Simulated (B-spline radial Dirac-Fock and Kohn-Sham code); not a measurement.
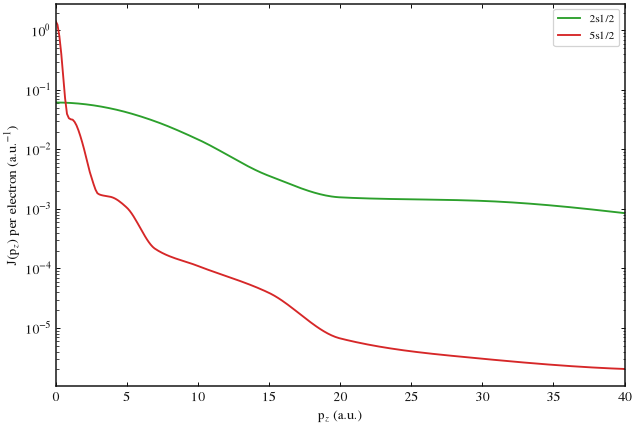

Compton profiles of the subshells 2s1/2 and 5s1/2, per electron. System: atomic Cd in the configuration [Kr] 4d10 5s2. Method: the impulse approximation on Dirac–Fock orbitals (average of configuration) (computed with a radial B-spline solver).

### Which of the subshells shown has the highest J(0), and what does that say?

5s1/2, J(0) = 1.45 a.u.⁻¹. J(0) is half the mean of 1/p, so of those shown it has the most weight at low momentum.

### Which of them has the largest mean momentum?

2s1/2, ⟨p⟩ = 15.4 a.u.
